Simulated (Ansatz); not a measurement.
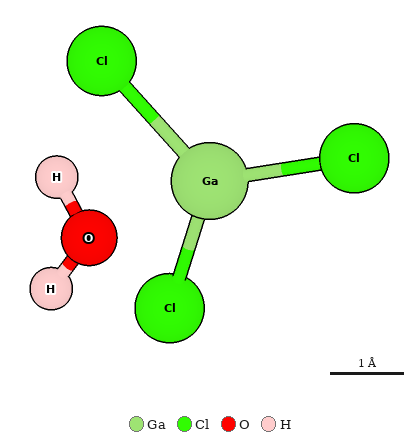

Figure 1. The structure as given in the input (ball-and-stick view, seen at a tilt). Sticks mark near contacts.

# GaH₂Cl₃O: geometry relaxation

System: GaH₂Cl₃O.
Method: RKS PBE-D4/def2-SVP (Ansatz 0.2.0).

It belongs to a series of runs on one base structure; here: end point A relaxed.

**The input**
```yaml
crystal:
  periodic: [false, false, false]
  atoms:
    - { symbol: Ga, position_ang: [0.107546, 0.28917, -0.049218] }
    - { symbol: Cl, position_ang: [0.02595, 0.415913, 2.163319] }
    - { symbol: Cl, position_ang: [1.95121, 0.651055, -1.062964] }
    - { symbol: Cl, position_ang: [-1.758094, 0.109727, -1.09139] }
    - { symbol: O, position_ang: [0.123259, -2.568156, 0.756438] }
    - { symbol: H, position_ang: [-0.81059, -2.761309, 0.541384] }
    - { symbol: H, position_ang: [0.051419, -2.0994, 1.628931] }
basis:
  gaussian: { orbitals: def2-SVP }
hamiltonian:
  xc: pbe
  dispersion: d4
relax:
  f_tol: 0.03
  max_steps: 50
output:
  orbitals: {}
```

Machine: 4 threads of Arm Neoverse V2, 24 GiB of memory available, shared host.

Launch command:
```bash
ansatz run input.yaml --threads 4 --pin off --max-ram 5120MiB --backend cpu --events-out ev --progress --plain --runs-dir out
```

**Output**
```
The last accepted step is kept in [file] (removed where the run ends without a failure and the disk answers)
Engine: ansatz 0.2.0, aarch64-unknown-linux-gnu
Functional definition: PBE
  parameter kappa = 0.804
  parameter beta = 0.06672455060314922
  exchange = pbe_x(kappa = kappa, mu = beta*pi^2/3)
  correlation = pbe_c(beta = beta)
1199 factors; their error is unknown
mean field evaluation 1: about -91978.8312 eV, gradient 6.0e1 eV
mean field evaluation 2: about -91917.9269 eV, gradient 1.5e2 eV
mean field evaluation 4: about -91984.4931 eV, gradient 1.2e1 eV
mean field evaluation 8: about -91984.7768 eV, gradient 1.7e-1 eV
mean field evaluation 16: about -91984.7119 eV, gradient 7.7e-5 eV
mean field -91984.71190055 eV, -3380.3758128680 hartree, gradient 2.3e-5 eV, S^2 0.000000; 0 other end points of the search recorded, 0 dependent functions left out
the calculation of the forces begins
reference -91984.71193753 eV, -3380.3758142272 hartree; 46, 46 occupied and 64, 64 virtual orbitals, 1199 factors
relax step   1: F+E_penalty+E_count = -91984.92770606 eV  Δ(F+E_penalty+E_count) = +0.000e0 eV  max|allowed force component| = 8.416e-1 eV/Å  Δτ_max = 0.0000 Å  (27 SCF iters, accepted)
these checks for a lower state are left out or cut short: starts, cluster_reference, orbital_swaps, neighbouring_geometries, increment
1199 factors; their error is unknown
mean field -91984.88423357 eV, -3380.3821459899 hartree, gradient 5.6e-5 eV, S^2 0.000000; 0 other end points of the search recorded, 0 dependent functions left out
the calculation of the forces begins
reference -91984.88427086 eV, -3380.3821473600 hartree; 46, 46 occupied and 64, 64 virtual orbitals, 1199 factors
relax step   2: F+E_penalty+E_count = -91985.10785221 eV  Δ(F+E_penalty+E_count) = -1.801e-1 eV  max|allowed force component| = 9.469e-1 eV/Å  Δτ_max = 0.1954 Å  (30 SCF iters, accepted)
these checks for a lower state are left out or cut short: starts, cluster_reference, orbital_swaps, neighbouring_geometries, increment
1199 factors; their error is unknown
mean field -91985.09694297 eV, -3380.3899629160 hartree, gradient 4.4e-5 eV, S^2 0.000000; 0 other end points of the search recorded, 0 dependent functions left out
the calculation of the forces begins
reference -91985.09697997 eV, -3380.3899642759 hartree; 46, 46 occupied and 64, 64 virtual orbitals, 1199 factors
relax step   3: F+E_penalty+E_count = -91985.32635973 eV  Δ(F+E_penalty+E_count) = -2.185e-1 eV  max|allowed force component| = 9.649e-1 eV/Å  Δτ_max = 0.1951 Å  (30 SCF iters, accepted)
these checks for a lower state are left out or cut short: starts, cluster_reference, orbital_swaps, neighbouring_geometries, increment
1199 factors; their error is unknown
mean field evaluation 32: about -91985.2407 eV, gradient 3.4e-1 eV
mean field -91985.18091810 eV, -3380.3930489450 hartree, gradient 5.5e-5 eV, S^2 0.000000; 0 other end points of the search recorded, 0 dependent functions left out
the calculation of the forces begins
reference -91985.18095485 eV, -3380.3930502957 hartree; 46, 46 occupied and 64, 64 virtual orbitals, 1199 factors
relax step   4: F+E_penalty+E_count = -91985.41914078 eV  Δ(F+E_penalty+E_count) = -9.278e-2 eV  max|allowed force component| = 1.161e0 eV/Å  Δτ_max = 0.1953 Å  (30 SCF iters, accepted)
these checks for a lower state are left out or cut short: starts, cluster_reference, orbital_swaps, neighbouring_geometries, increment
1199 factors; their error is unknown
mean field -91985.27324633 eV, -3380.3964419449 hartree, gradient 8.7e-6 eV, S^2 0.000000; 0 other end points of the search recorded, 0 dependent functions left out
the calculation of the forces begins
reference -91985.27328284 eV, -3380.3964432868 hartree; 46, 46 occupied and 64, 64 virtual orbitals, 1199 factors
relax step   5: F+E_penalty+E_count = -91985.50945130 eV  Δ(F+E_penalty+E_count) = -9.031e-2 eV  max|allowed force component| = 3.550e-1 eV/Å  Δτ_max = 0.1217 Å  (29 SCF iters, accepted)
these checks for a lower state are left out or cut short: starts, cluster_reference, orbital_swaps, neighbouring_geometries, increment
1199 factors; their error is unknown
mean field -91985.28606822 eV, -3380.3969131407 hartree, gradient 5.6e-5 eV, S^2 0.000000; 0 other end points of the search recorded, 0 dependent functions left out
the calculation of the forces begins
reference -91985.28610476 eV, -3380.3969144835 hartree; 46, 46 occupied and 64, 64 virtual orbitals, 1199 factors
relax step   6: F+E_penalty+E_count = -91985.52269119 eV  Δ(F+E_penalty+E_count) = -1.324e-2 eV  max|allowed force component| = 1.866e-1 eV/Å  Δτ_max = 0.0546 Å  (23 SCF iters, accepted)
these checks for a lower state are left out or cut short: starts, cluster_reference, orbital_swaps, neighbouring_geometries, increment
1199 factors; their error is unknown
mean field -91985.29154039 eV, -3380.3971142393 hartree, gradient 7.2e-5 eV, S^2 0.000000; 0 other end points of the search recorded, 0 dependent functions left out
the calculation of the forces begins
reference -91985.29157693 eV, -3380.3971155821 hartree; 46, 46 occupied and 64, 64 virtual orbitals, 1199 factors
relax step   7: F+E_penalty+E_count = -91985.52831798 eV  Δ(F+E_penalty+E_count) = -5.627e-3 eV  max|allowed force component| = 3.928e-2 eV/Å  Δτ_max = 0.0729 Å  (24 SCF iters, accepted)
these checks for a lower state are left out or cut short: starts, cluster_reference, orbital_swaps, neighbouring_geometries, increment
1199 factors; their error is unknown
mean field -91985.29124269 eV, -3380.3971032991 hartree, gradient 5.1e-5 eV, S^2 0.000000; 0 other end points of the search recorded, 0 dependent functions left out
the calculation of the forces begins
reference -91985.29127922 eV, -3380.3971046415 hartree; 46, 46 occupied and 64, 64 virtual orbitals, 1199 factors
relax step   8: F+E_penalty+E_count = -91985.52873603 eV  Δ(F+E_penalty+E_count) = -4.180e-4 eV  max|allowed force component| = 5.579e-2 eV/Å  Δτ_max = 0.0505 Å  (24 SCF iters, accepted)
these checks for a lower state are left out or cut short: starts, cluster_reference, orbital_swaps, neighbouring_geometries, increment
1199 factors; their error is unknown
mean field -91985.29213571 eV, -3380.3971361169 hartree, gradient 5.2e-5 eV, S^2 0.000000; 0 other end points of the search recorded, 0 dependent functions left out
the calculation of the forces begins
reference -91985.29217226 eV, -3380.3971374600 hartree; 46, 46 occupied and 64, 64 virtual orbitals, 1199 factors
relax step   9: F+E_penalty+E_count = -91985.52928959 eV  Δ(F+E_penalty+E_count) = -5.536e-4 eV  max|allowed force component| = 5.348e-3 eV/Å  Δτ_max = 0.0146 Å  (26 SCF iters, accepted)
1199 factors; their error is unknown
mean field evaluation 64: about -91985.3551 eV, gradient 4.5e-2 eV
```

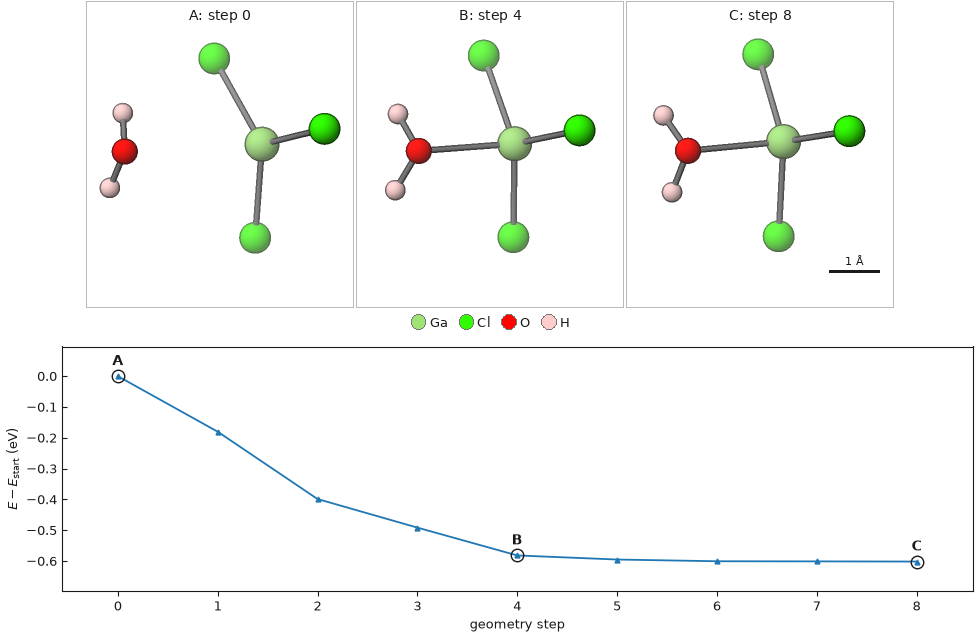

Figure 2. Frames of the relaxation (ball-and-stick view, seen at a tilt) above the curves, on which the letters mark them (the first geometry is step 0 here and step 1 in the log).

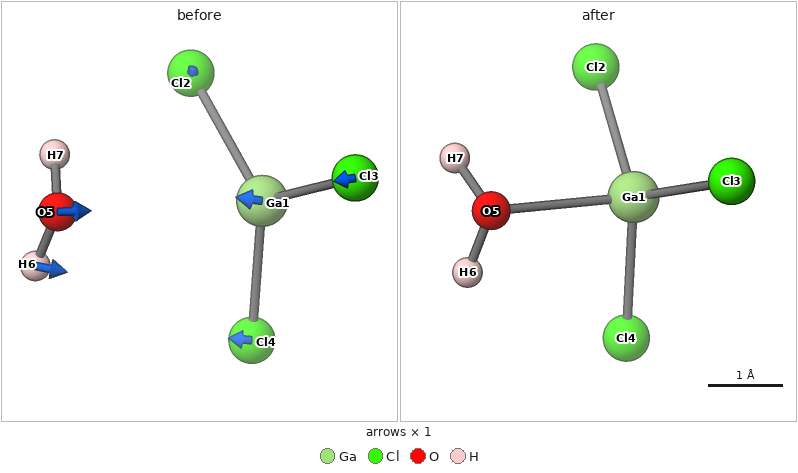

Figure 3. Before (left) and after (right) the relaxation, at one scale (ball-and-stick view, seen at a tilt). The blue arrows give the displacements, at true length. The atom that moves furthest after the best rigid fit is O5 (0.49 Å). By element the largest moves are O 0.49 Å, H 0.46 Å, Ga 0.39 Å, Cl 0.34 Å. Among the contacts that change: Ga1–O5 2.969 → 2.105 Å, Ga1–Cl2 2.218 → 2.179 Å, Ga1–Cl4 2.145 → 2.179 Å, Ga1–Cl3 2.135 → 2.151 Å. New bonds form: Ga1–O5 (2.97 → 2.11 Å). Among the angles that change: Cl3–Ga1–Cl4 122.3° → 118.9°, H6–O5–H7 102.6° → 105.6°. Over 8 geometry steps the energy falls by 0.602 eV. The largest force component goes from 0.84 to 0.0053 eV/Å. (Atoms are counted from 1 in the order of the input.)

```
mean field -91985.29213571 eV, -3380.3971361169 hartree, gradient 5.2e-5 eV, S^2 0.000000; 1 other end points of the search recorded, 0 dependent functions left out
the calculation of the forces begins
reference -91985.29217226 eV, -3380.3971374600 hartree; 46, 46 occupied and 64, 64 virtual orbitals, 1199 factors
Total energy: -91985.52932614 eV, -3380.4058527043 hartree
Atom 0 at     0.105815    -0.048573     0.140715 Å, force     0.003354     0.005348    -0.003310 eV/Å
Atom 1 at     0.010667     0.549696     2.234271 Å, force    -0.001509    -0.000505    -0.002457 eV/Å
Atom 2 at     1.902157     0.350058    -0.973889 Å, force    -0.002239    -0.000384     0.001508 eV/Å
Atom 3 at    -1.789312    -0.179441    -0.927256 Å, force     0.001208     0.000288     0.002748 eV/Å
Atom 4 at     0.140428    -2.103301     0.596718 Å, force    -0.002020    -0.002435     0.001789 eV/Å
Atom 5 at    -0.719532    -2.420920     0.240943 Å, force     0.002460    -0.000088     0.002947 eV/Å
Atom 6 at     0.040477    -2.110518     1.574998 Å, force    -0.001253    -0.002224    -0.003225 eV/Å
Dipole moment:    -0.210354    -0.776906     0.299248 e Å
```

**Trajectory as extended XYZ (Å, eV, eV/Å), 9 frames, from step=1 to step=9**
```
7
Properties=species:S:1:pos:R:3:forces:R:3 step=1 energy=-91984.92771
Ga    0.1075    0.2892   -0.0492   -0.0198  -0.5745   0.8382
Cl    0.0260    0.4159    2.1633    0.0219   0.0094  -0.6591
Cl    1.9512    0.6511   -1.0630    0.0006   0.0029   0.0004
Cl   -1.7581    0.1097   -1.0914   -0.0018   0.0044  -0.0007
O     0.1233   -2.5682    0.7564   -0.0376   0.8416   0.2745
H    -0.8106   -2.7613    0.5414   -0.0026   0.0008   0.0021
H     0.0514   -2.0994    1.6289    0.0393  -0.2847  -0.4554
7
Properties=species:S:1:pos:R:3:forces:R:3 step=2 energy=-91985.10785
Ga    0.1117    0.1937   -0.0168   -0.0534  -0.7545   0.4136
Cl    0.0270    0.3965    2.1538    0.0135   0.1130  -0.0864
Cl    1.9400    0.6163   -1.0446    0.0166  -0.0330   0.0022
Cl   -1.7515    0.0786   -1.0776   -0.0559   0.0130  -0.0355
O     0.1161   -2.3880    0.6810   -0.9469   0.4735   0.8008
H    -0.8009   -2.7560    0.5478    0.7506   0.3323  -0.1662
H     0.0482   -2.1041    1.6428    0.2754  -0.1443  -0.9286
7
Properties=species:S:1:pos:R:3:forces:R:3 step=3 energy=-91985.32636
Ga    0.1107    0.0040    0.0285   -0.0976  -0.4016   0.1940
Cl    0.0284    0.4261    2.1710    0.0034  -0.0336   0.0097
Cl    1.9033    0.5792   -1.0154   -0.0046  -0.1888   0.0491
Cl   -1.7474    0.0713   -1.0700   -0.0259  -0.1073   0.0289
O     0.1110   -2.2651    0.6359   -0.9649   0.2452   0.8927
H    -0.7782   -2.7067    0.5135    0.7565   0.4710  -0.3121
H     0.0629   -2.0718    1.6231    0.3331   0.0151  -0.8622
7
Properties=species:S:1:pos:R:3:forces:R:3 step=4 energy=-91985.41914
Ga    0.0865   -0.1606    0.0818    0.0386   1.1611  -0.3162
Cl    0.0195    0.3815    2.2098   -0.0262   0.0242   0.1050
Cl    1.8767    0.4457   -0.9714   -0.0593  -0.1997   0.0707
Cl   -1.7690   -0.0162   -1.0365   -0.0188  -0.1441   0.0652
O     0.1210   -2.0810    0.5989   -0.3539  -1.1136   0.4640
H    -0.7302   -2.5430    0.4185    0.1166   0.0917  -0.3979
H     0.0862   -1.9893    1.5855    0.3029   0.1804   0.0092
7
Properties=species:S:1:pos:R:3:forces:R:3 step=5 energy=-91985.50945
Ga    0.0834   -0.0400    0.0979    0.0192  -0.0373   0.0083
Cl    0.0096    0.4471    2.2397   -0.0030   0.0356  -0.1036
Cl    1.9198    0.3536   -0.9721   -0.1555  -0.0194   0.0713
Cl   -1.8135   -0.0867   -0.9661    0.0729   0.0318   0.0295
O     0.1382   -2.0856    0.5902   -0.3164  -0.2724   0.3550
H    -0.6917   -2.5474    0.3225    0.2098   0.2188  -0.1535
H     0.0449   -2.0040    1.5744    0.1729   0.0428  -0.2070
7
Properties=species:S:1:pos:R:3:forces:R:3 step=6 energy=-91985.52269
Ga    0.0828   -0.0471    0.1156   -0.0020  -0.0154   0.0733
Cl    0.0010    0.5008    2.2348   -0.0007  -0.0253  -0.0704
Cl    1.8990    0.3346   -0.9699    0.0182   0.0099  -0.0156
Cl   -1.8065   -0.0841   -0.9523   -0.0082  -0.0232   0.0017
O     0.1508   -2.1035    0.5969   -0.1866  -0.0397   0.1621
H    -0.6837   -2.5213    0.2837    0.1099   0.1061  -0.0366
H     0.0474   -2.0424    1.5777    0.0693  -0.0124  -0.1145
7
Properties=species:S:1:pos:R:3:forces:R:3 step=7 energy=-91985.52832
Ga    0.0958   -0.0439    0.1363   -0.0134  -0.0063   0.0163
Cl    0.0047    0.5529    2.2321    0.0010  -0.0142  -0.0186
Cl    1.8998    0.3400   -0.9714    0.0037   0.0003  -0.0022
Cl   -1.7967   -0.1402   -0.9360    0.0149  -0.0164   0.0125
O     0.1421   -2.1018    0.5980    0.0203   0.0140  -0.0129
H    -0.7040   -2.4590    0.2515   -0.0347   0.0086  -0.0343
H     0.0490   -2.1109    1.5760    0.0081   0.0141   0.0393
7
Properties=species:S:1:pos:R:3:forces:R:3 step=8 energy=-91985.52874
Ga    0.1076   -0.0452    0.1377   -0.0026  -0.0558   0.0156
Cl    0.0091    0.5352    2.2349    0.0008   0.0250   0.0240
Cl    1.9032    0.3475   -0.9744    0.0281   0.0183  -0.0192
Cl   -1.7882   -0.1875   -0.9236   -0.0271   0.0131  -0.0200
O     0.1412   -2.1036    0.5967    0.0149   0.0230  -0.0144
H    -0.7216   -2.4131    0.2400    0.0048  -0.0053   0.0265
H     0.0393   -2.0964    1.5751   -0.0188  -0.0184  -0.0124
7
Properties=species:S:1:pos:R:3:forces:R:3 step=9 energy=-91985.52929
Ga    0.1058   -0.0486    0.1407    0.0034   0.0053  -0.0033
Cl    0.0107    0.5497    2.2343   -0.0015  -0.0005  -0.0025
Cl    1.9022    0.3501   -0.9739   -0.0022  -0.0004   0.0015
Cl   -1.7893   -0.1794   -0.9273    0.0012   0.0003   0.0027
O     0.1404   -2.1033    0.5967   -0.0020  -0.0024   0.0018
H    -0.7195   -2.4209    0.2409    0.0025  -0.0001   0.0029
H     0.0405   -2.1105    1.5750   -0.0013  -0.0022  -0.0032
```

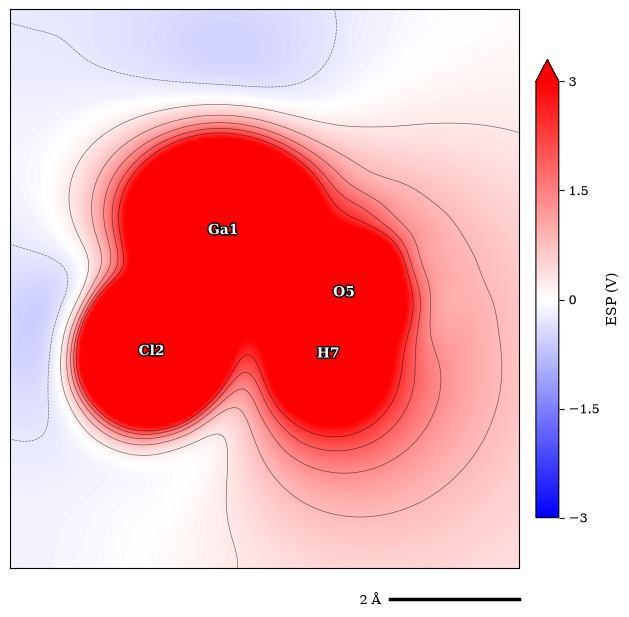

Figure 4. Electrostatic potential on the plane of atoms Cl2, Ga1 and O5. Atoms in the plane: Ga, Cl, O and H.

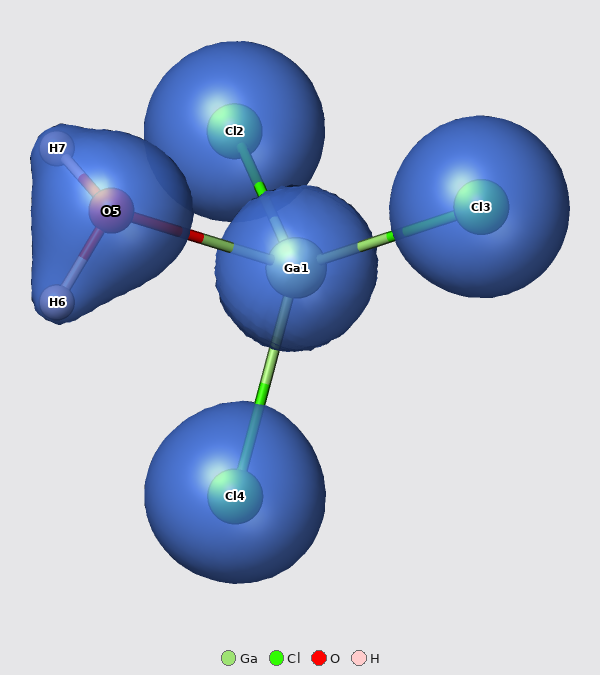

Figure 5. Isosurface of the electron density at 1 e/Å³ (blue), seen at a tilt. At this value the surface falls into five separate pieces. It is pinched off along the Ga–O (2.11 Å) and Ga–Cl (2.15 Å) contacts. On the grid the lowest density along these lines, outside the cores, is 0.42 e/Å³ (Ga–O, 2.11 Å), 0.62 e/Å³ (Ga–Cl, 2.15 Å) and 2.2 e/Å³ (O–H, 0.98 Å).

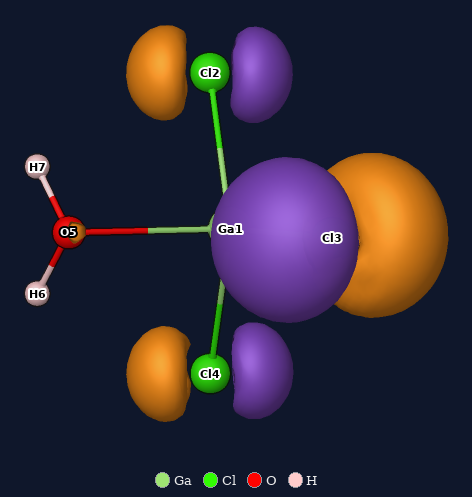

Figure 6. The HOMO−1 at ±0.15 Å⁻³ᐟ² (orange and purple are the two phases), seen face on. Its energy is −7.48 eV.

**Key numbers**

- outcome: converged
- total energy: −91985.5293 eV
- mean-field energy: −91985.2922 eV
- largest force (length of the vector) at the end: 0.007 eV/Å
- wall time: 12 s (CPU time 44 s)
- peak memory: 0.17 GiB
